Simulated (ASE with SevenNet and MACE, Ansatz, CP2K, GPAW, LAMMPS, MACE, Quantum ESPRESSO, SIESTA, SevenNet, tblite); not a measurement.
**Liquid Zn23Cd15S38 at 1800 K (76 atoms) in machine-learned potentials**

How do the settings of machine-learned potentials change the result for liquid Zn23Cd15S38 at 1800 K (76 atoms)? A plane-wave run serves as the yardstick.

Program: ASE with SevenNet and MACE. Level of theory: the method is named at each step. Results are calculated unless marked as measured.

### Step 1. The starting structure

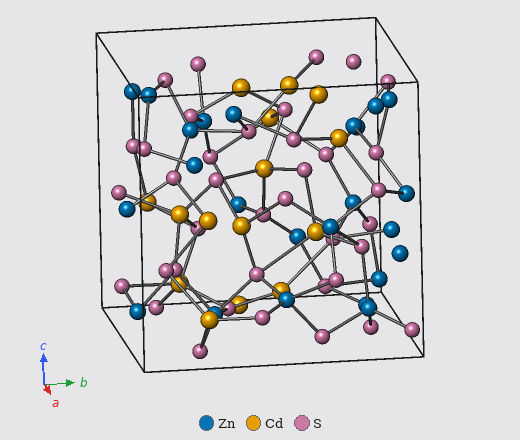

The cell as given, slightly off an axis (zinc blue, cadmium orange, sulfur pink). Bonds to atoms that aren't drawn are left out. Some periodic images of atoms are drawn too.

The cell holds 76 atoms: 23 Zn, 15 Cd and 38 S. Cell: a = 11.895 Å, b = 11.895 Å, c = 11.895 Å, α = 90.0°, β = 90.0°, γ = 90.0°. 76 atoms (23 Zn, 15 Cd, 38 S) placed at random at 4.35 g/cm³, melted at 2500 K for 10 ps at fixed volume with the Stillinger-Weber II-VI potential (Zhou et al., Phys. Rev. B 88, 085309 (2013)). Snapshot at the end of a hold of 5 ps at 1800 K and fixed volume.

The yardstick, on the same geometry:

- method: Kohn-Sham DFT, PBE, SSSP efficiency 1.3.0 pseudopotentials, plane waves (Quantum ESPRESSO 7.5); sssp-pbe-1.3.0-efficiency, cutoffs 45/360 Ry, Γ point
- r.m.s. force component: 0.8571 eV/Å
- longest force: 2.878 eV/Å
- pressure: -1.555 GPa
- time: 6.1 min on 4 MPI ranks of Arm Neoverse V2, shared host
- CPU time: 24 min

### Step 2. SevenNet l3i5 potential

Method: machine-learned interatomic potential SevenNet l3i5, trained on PBE(+U) plane-wave data.

run.py reads:

```python
import numpy as np
from ase.io import read
import mlip  # loads the published weights by name

atoms = read("structure.xyz")
atoms.calc = mlip.calc("7net-l3i5")
energy = atoms.get_potential_energy()
forces = atoms.get_forces()
print(f"energy {energy:.6f} eV")
print("forces (eV/A)")
for i, (a, f) in enumerate(zip(atoms, forces)):
    print(f"{i:4d} {a.symbol:2s} {f[0]:10.5f} {f[1]:10.5f} {f[2]:10.5f}")
stress = -atoms.get_stress(voigt=False) * 160.21766
print("stress (GPa, compression positive)")
for row in stress:
    print(" ".join(f"{x:10.4f}" for x in row))
```

structure.xyz reads:

```xyz
76
Lattice="11.89530 0.00000 0.00000 0.00000 11.89530 0.00000 0.00000 0.00000 11.89530" Properties=species:S:1:pos:R:3 pbc="T T T"
Zn 10.43551 10.29788 10.60430
Zn 0.65055 10.90525 7.36283
Zn 6.65720 11.42365 9.93377
Zn 8.71402 10.07104 1.45765
Zn 4.37033 10.23222 8.32504
Zn 11.28043 2.41284 8.68309
Zn 9.84657 6.42037 2.29972
Zn 11.00422 11.11152 4.30943
Zn 9.65898 4.35915 10.40161
Zn 0.72859 5.77445 4.31086
Zn 0.87966 11.68559 0.79496
Zn 3.63199 10.72219 0.37268
Zn 2.86344 10.35486 4.63726
Zn 2.15245 1.16966 9.80375
Zn 6.47866 0.56253 1.32728
Zn 8.33373 0.95971 11.10486
Zn 8.13876 11.85593 6.18698
Zn 1.96427 8.09356 3.08445
Zn 6.77854 2.92862 9.11525
Zn 7.13159 3.73263 1.17454
Zn 1.67248 4.24686 8.22881
Zn 9.92116 8.33979 5.35764
Zn 5.73817 11.54451 4.08485
Cd 11.06275 2.94016 1.90765
Cd 0.93925 7.17001 8.04777
Cd 4.95499 2.66383 5.05015
Cd 9.21719 8.87711 9.00748
Cd 1.45408 5.60887 0.15167
Cd 7.29753 7.09019 10.94748
Cd 6.89071 8.16351 4.44646
Cd 7.94202 4.84460 5.13675
Cd 4.51379 6.36494 6.72965
Cd 3.35091 2.83251 1.68176
Cd 11.75363 7.68329 11.56413
Cd 10.39102 3.06732 6.03032
Cd 4.30443 5.48219 10.23186
Cd 1.20440 1.84948 4.74230
Cd 4.96557 6.90796 1.49988
S 11.20549 8.33813 3.36423
S 9.85752 1.31764 3.84266
S 6.82814 7.73587 7.13885
S 4.12731 0.26312 1.88957
S 4.98330 4.63560 0.88001
S 1.63263 1.24449 7.31394
S 0.06019 4.73338 6.28238
S 7.54852 5.29888 9.10704
S 4.88968 8.62719 11.51322
S 3.55551 7.43504 8.99701
S 9.60070 6.49400 6.61188
S 5.95169 2.02375 11.14375
S 0.23910 4.26780 10.36295
S 10.25256 10.36390 6.91462
S 6.77842 10.42302 0.17010
S 4.04916 11.77421 10.06628
S 9.31164 2.76352 0.14845
S 3.87680 3.37755 9.00534
[... 16 atom lines left out ...]
S 10.22151 11.67012 0.78592
S 8.36347 9.88190 4.05772
S 6.71192 10.81592 7.68115
S 1.03489 11.32004 3.23314
```

Run with:

```
OMP_NUM_THREADS=1 python run.py > output.txt
```

Output:

```text
energy -214.946655 eV
forces (eV/A)
   0 Zn    1.04159    1.72740    0.78861
   1 Zn    0.37099    0.03363    0.38669
   2 Zn   -0.53636    0.18885   -0.34689
   3 Zn    0.32106   -0.19782    0.51415
   4 Zn   -0.62992   -0.02055   -0.77459
   5 Zn    0.45847   -0.77739    0.57400
   6 Zn    0.00535    0.62269    0.13914
   7 Zn   -1.05729   -0.03669    0.17479
   8 Zn   -0.38567    0.64009   -0.56629
   9 Zn    0.30143   -0.06461   -0.31983
  10 Zn   -0.52059   -0.18814   -0.33380
  11 Zn    0.03635   -1.09635   -1.35872
  12 Zn    0.41938    0.57200    0.25152
  13 Zn   -0.11288    0.03989    0.15366
  14 Zn   -0.70467    0.55860    0.41021
  15 Zn    0.81693   -0.15262   -0.26650
  16 Zn    0.57044   -0.27651    0.21163
  17 Zn   -0.49389    0.82601   -0.85593
  18 Zn   -0.24123    0.71144   -0.06448
  19 Zn    0.47300   -0.74154    0.37751
  20 Zn    0.35614   -0.51386    0.29956
  21 Zn    0.46001    0.55009   -0.11153
  22 Zn   -0.80663   -0.14267    0.08609
  23 Cd   -0.48367   -2.63748    0.17028
[...]
68 S     0.19520    0.13556   -0.27644
  69 S    -0.60336    0.82046    0.55450
  70 S    -1.04127   -1.05254   -0.70913
  71 S    -1.23768   -0.84989    0.27175
  72 S    -0.26608   -0.81368   -0.23612
  73 S     1.08421    2.16306   -0.68438
  74 S    -0.51097   -1.05602    1.15171
  75 S     1.14485    0.63828    1.22011
stress (GPa, compression positive)
   -1.9672     0.1781     0.6002
    0.1781    -0.2104    -0.2136
    0.6002    -0.2136    -2.0657
```

Elapsed: 8.9 s, on 1 thread of Arm Neoverse V2, shared host; peak memory 1.1 GiB.

Banners, paths, timers and routine set-up lines are dropped from the logs unmarked, and long logs keep their key lines alone; longer cuts are marked.

Numbers from this run, and their distance from the reference:

```
r.m.s. force component                  : 0.8176 eV/Å
r.m.s. difference of force components   : 129.8 meV/Å
longest difference of force vectors     : 632.6 meV/Å
force difference over r.m.s. force      : 15.15 %
slope of forces against the reference's : 0.9435
correlation of force components         : 0.9891
pressure                                : -1.414 GPa
pressure difference                     : 0.1409 GPa
```

Length of the force difference by element (eV/Å):

```csv
element,atoms,mean,most
Cd,15,0.17,0.35
S,38,0.23,0.63
Zn,23,0.15,0.24
```

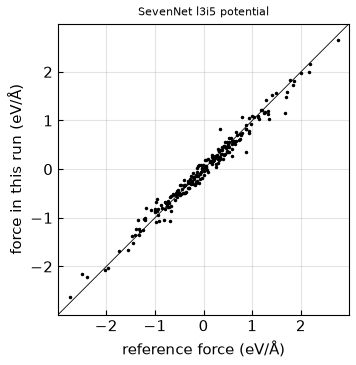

Force components against those of the reference; the line marks equality.

A closer look about Cd35, which bears the longest force: 11 atoms, nearest first, numbered in the order of the input, with positions taken from that point.

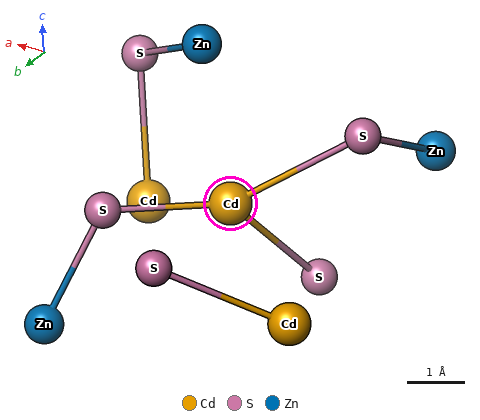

The atoms of the table, within 3.9 Å (arrows a, b, c point along x, y, z); some may hide others; the central atom is ringed.

| atom | x | y | z | distance (Å) | bonds | Fx | Fy | Fz (eV/Å) |
| --- | --- | --- | --- | --- | --- | --- | --- | --- |
| Cd35 | 0.00 | 0.00 | 0.00 | 0.00 | 3 | -2.04 | -2.07 | -0.50 |
| S45 | 1.56 | 1.67 | 0.25 | 2.30 | 3 | 1.84 | 1.41 | 0.52 |
| S64 | -2.17 | -1.10 | 1.41 | 2.82 | 3 | 0.75 | 0.49 | -0.52 |
| S40 | -0.53 | -1.75 | -2.19 | 2.85 | 3 | 1.14 | 0.77 | 1.03 |
| Zn6 | 0.89 | -0.65 | 2.65 | 2.87 | 2 | 0.46 | -0.78 | 0.57 |
| Cd31 | -2.45 | 1.78 | -0.89 | 3.16 | 3 | -0.22 | -0.48 | 2.66 |
| Cd37 | 2.71 | -1.22 | -1.29 | 3.24 | 3 | 0.70 | -0.16 | -0.33 |
| S49 | -0.79 | 3.43 | 0.58 | 3.56 | 2 | -1.03 | -0.19 | -0.75 |
| Zn17 | -2.25 | -3.11 | 0.16 | 3.84 | 3 | 0.57 | -0.28 | 0.21 |
| S44 | 3.14 | -1.82 | 1.28 | 3.85 | 3 | -1.35 | 0.11 | 0.53 |
| Zn10 | 2.23 | 2.71 | -1.72 | 3.91 | 3 | 0.30 | -0.06 | -0.32 |

Atoms are counted from 1 here, from 0 in the log.

Forces lie 15 % from the reference's, at 0.0055 times its CPU time (on 1 against 4 cores).

### Step 3. MACE MP-0b3 medium potential

Method: machine-learned interatomic potential MACE MP-0b3 medium, trained on PBE(+U) plane-wave data.

Changes to run.py since step 2:

```diff
@@ -5,3 +5,3 @@
 atoms = read("structure.xyz")
-atoms.calc = mlip.calc("7net-l3i5")
+atoms.calc = mlip.calc("mace-mp-0b3-medium")
 energy = atoms.get_potential_energy()
```

structure.xyz is that of step 2.

Output:

```text
energy -216.784651 eV
forces (eV/A)
   0 Zn    0.89903    1.55401    0.62279
   1 Zn    0.29078    0.04653    0.30441
   2 Zn   -0.50608    0.29575   -0.32888
   3 Zn    0.25093   -0.08084    0.52190
   4 Zn   -0.47493   -0.01075   -0.63741
   5 Zn    0.52378   -0.78399    0.30522
   6 Zn   -0.01342    0.66901    0.23337
   7 Zn   -0.97997   -0.02361    0.25644
   8 Zn   -0.26121    0.52644   -0.62064
   9 Zn    0.21567   -0.04893   -0.35568
  10 Zn   -0.44572   -0.08621   -0.14747
  11 Zn    0.03059   -1.01009   -1.44263
  12 Zn    0.38563    0.59976    0.25218
  13 Zn   -0.07782    0.17958    0.11057
  14 Zn   -0.66860    0.63821    0.41548
  15 Zn    0.78182   -0.32050   -0.36111
  16 Zn    0.48056   -0.16457    0.08978
  17 Zn   -0.65313    0.81752   -0.80046
  18 Zn   -0.18087    0.73039   -0.23906
  19 Zn    0.37137   -0.82085    0.41339
  20 Zn    0.38397   -0.64929    0.29769
  21 Zn    0.41781    0.34656   -0.04928
  22 Zn   -0.81167    0.01148    0.13326
  23 Cd   -0.53038   -2.59577    0.07607
[...]
68 S     0.05987    0.12623   -0.31392
  69 S    -0.70824    0.69586    0.61407
  70 S    -1.02387   -0.88836   -0.71925
  71 S    -1.17732   -0.95758    0.20100
  72 S    -0.32791   -0.66874   -0.21850
  73 S     0.94419    2.10627   -0.75674
  74 S    -0.49551   -0.92567    1.24106
  75 S     1.13354    0.61942    0.89648
stress (GPa, compression positive)
   -1.5332     0.0688     0.4887
    0.0688     0.1276    -0.0758
    0.4887    -0.0758    -1.8105
```

Elapsed: 6.8 s, on 1 thread; peak memory 0.85 GiB.

Numbers from this run, and their distance from the reference:

```yaml
r_m_s_force_component: 0.7943 eV/Å
r_m_s_difference_of_force_components: 161.3 meV/Å
longest_difference_of_force_vectors: 929.1 meV/Å
force_difference_over_r_m_s_force: 18.82 %
slope_of_forces_against_the_reference_s: 0.9117
correlation_of_force_components: 0.9838
pressure: -1.072 GPa
pressure_difference: 0.4833 GPa
```

Against the first run (15 %), the force difference from the reference is 19 %, at 0.82 times the CPU time.

### Step 4. MACE MP-0b2 small potential

Method: machine-learned interatomic potential MACE MP-0b2 small, trained on PBE(+U) plane-wave data.

Changes to run.py since step 3:

```diff
@@ -5,3 +5,3 @@
 atoms = read("structure.xyz")
-atoms.calc = mlip.calc("mace-mp-0b3-medium")
+atoms.calc = mlip.calc("mace-mp-0b2-small")
 energy = atoms.get_potential_energy()
```

structure.xyz is that of step 3.

Output:

```text
energy -216.310448 eV
forces (eV/A)
   0 Zn    0.90352    1.59630    0.62106
   1 Zn    0.32380    0.12532    0.37644
   2 Zn   -0.45733    0.29227   -0.31417
   3 Zn    0.33745   -0.24892    0.61165
   4 Zn   -0.39408   -0.08480   -0.77321
   5 Zn    0.36728   -0.81046    0.16659
   6 Zn   -0.02697    0.63494    0.13786
   7 Zn   -1.06948    0.15354    0.23791
   8 Zn   -0.31769    0.68730   -0.68384
   9 Zn    0.27648   -0.08632   -0.40605
  10 Zn   -0.40191   -0.24480   -0.15945
  11 Zn    0.02779   -1.24444   -1.49838
  12 Zn    0.33171    0.62935    0.06018
  13 Zn   -0.16822    0.15156    0.14224
  14 Zn   -0.74062    0.57283    0.47301
  15 Zn    0.66840   -0.34462   -0.37885
  16 Zn    0.50100   -0.10351    0.10367
  17 Zn   -0.57738    0.94952   -0.88905
  18 Zn   -0.08160    0.78942   -0.18388
  19 Zn    0.60853   -0.84653    0.38669
  20 Zn    0.43137   -0.47959    0.44036
  21 Zn    0.34253    0.26060   -0.00220
  22 Zn   -0.83236   -0.17711    0.06759
  23 Cd   -0.37760   -2.50659   -0.02111
[...]
68 S     0.12700    0.29323   -0.25806
  69 S    -0.60686    0.89870    0.43744
  70 S    -0.91683   -0.85592   -0.69022
  71 S    -1.21840   -0.86265    0.24384
  72 S    -0.28369   -0.73747   -0.33176
  73 S     1.05332    2.06812   -0.77331
  74 S    -0.60110   -1.00113    1.25055
  75 S     1.24073    0.57281    0.97413
stress (GPa, compression positive)
   -1.7634     0.0667     0.5781
    0.0667    -0.2178    -0.1163
    0.5781    -0.1163    -1.8538
```

It took 5.5 s on 1 thread; peak memory 0.67 GiB.

Numbers from this run, and their distance from the reference:

```
r.m.s. force component                  : 0.7902 eV/Å
r.m.s. difference of force components   : 194.4 meV/Å
longest difference of force vectors     : 1067 meV/Å
force difference over r.m.s. force      : 22.68 %
slope of forces against the reference's : 0.8993
correlation of force components         : 0.9754
pressure                                : -1.278 GPa
pressure difference                     : 0.277 GPa
```

Against the first run (15 %), the force difference from the reference is 23 %, at 0.67 times the CPU time.

### Step 5. Side by side

Differences are against the plane-wave reference, forces as r.m.s. over components; share is that over the reference's r.m.s. force, slope the least-squares factor from reference forces to these. Total energies of different programs have different zeros and aren't compared.

```
                         run  Δ force, r.m.s. (meV/Å)  share (%)  slope  Δ pressure (GPa)  cores  CPU time  memory (GiB)
                   reference                        -          -      -                 -      4    24 min           4.3
     SevenNet l3i5 potential                      130       15.1  0.944             0.141      1     8.1 s           1.1
MACE MP-0b3 medium potential                      161       18.8  0.912             0.483      1     6.7 s          0.85
 MACE MP-0b2 small potential                      194       22.7  0.899             0.277      1     5.4 s          0.67
```

Times of the machine-learned potentials are mostly Python's start and the loading of weights.

CPU time is summed over cores on a shared host, where runs went side by side, so it is rough. Symmetry, cutoffs, thresholds, outputs and thread counts weren't matched or tuned between programs; memory under MPI is the largest rank's times the ranks.

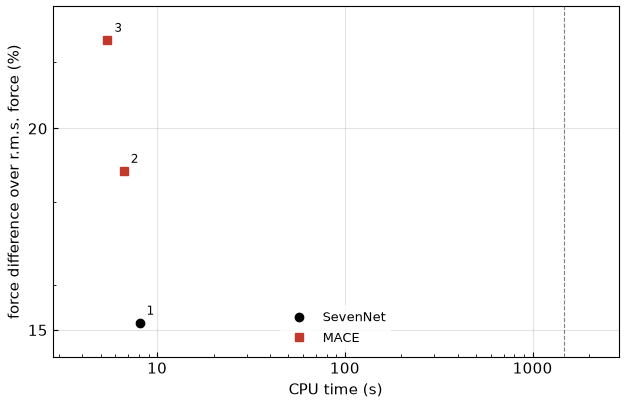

Force difference against CPU time; the dashed line marks the reference's time. Points: 1 SevenNet l3i5 potential; 2 MACE MP-0b3 medium potential; 3 MACE MP-0b2 small potential.

### Step 6. What came out

| Property | Result |
| --- | --- |
| nearest in forces | SevenNet l3i5 potential, 15 % |
| its CPU time | 8.1 s |

Machine-learned potentials differ by 15 % (SevenNet l3i5 potential) to 23 % (MACE MP-0b2 small potential); they were trained on other programs' data. The reference's pressure holds the uncorrected Pulay stress of its 45 Ry basis, so small pressure differences, and their order, may be the reference's own error. The frame stands for 1800 K, but pressures are static and levels are smeared at 580 K, under the temperature of the frame, which matters where levels are partly filled. Machine-learned potentials mimic data converged in k, so the reference's own k-point error enters their differences. The network of bonds at the start is that of the classical potential that made the cell, and needn't be the one that DFT or experiment would give. The electronic-structure runs sample only Γ, in a cell whose shortest periodic width is 12 Å, which is coarse for a cell with partly filled levels.

[Also dropped from logs without a mark: logging warnings of Python, and SIESTA's first energy breakdown and zero terms.]

[Logs are printed without paths, hosts, clocks, repeated set-up lines and the standing remarks that a program may print on its own settings, such as how far it seeks lower states.]

[Hosts, paths, dates, database ids (printed as entryN), source tags and the programs' standing remarks are cut or masked in the printed files.]
